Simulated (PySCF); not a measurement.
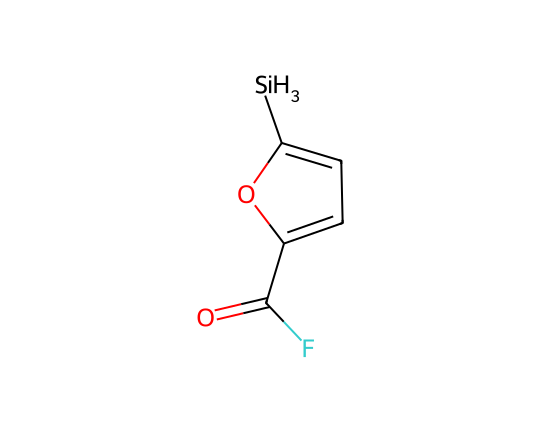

The drawing above gives the connectivity. The geometry was computed by an optimisation with GFN2-xTB. No frequency run is at hand to confirm it as a minimum.

What does the molecule look like in three dimensions?

The molecule is C5H5FO2Si. Its SMILES string is `O=C(F)c1ccc([SiH3])o1`. Independent rings (smallest set): 1 of 5 members, 1 of them aromatic. Among its groups: C–F bond, Si–H bond. This geometry has C1 symmetry. Coordination: 5 C trigonal planar; 1 Si tetrahedral; 1 O bent.

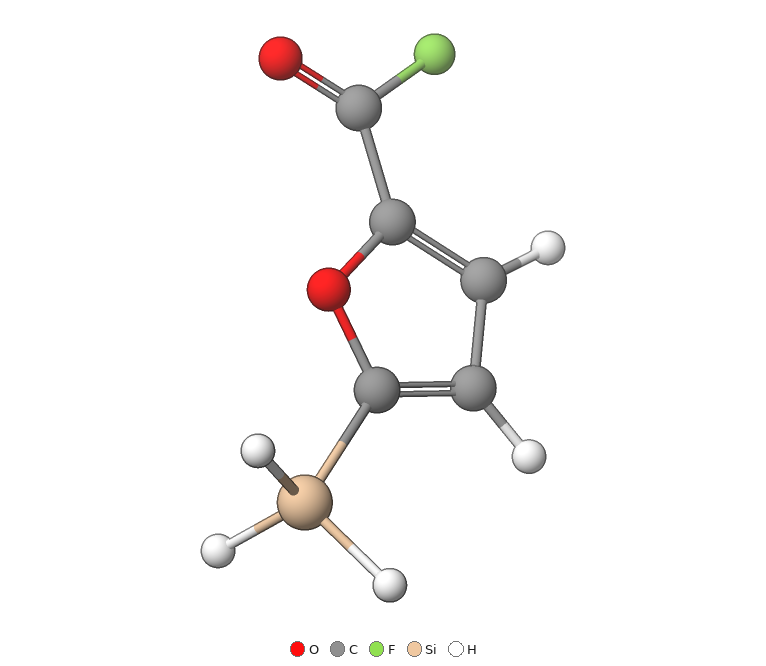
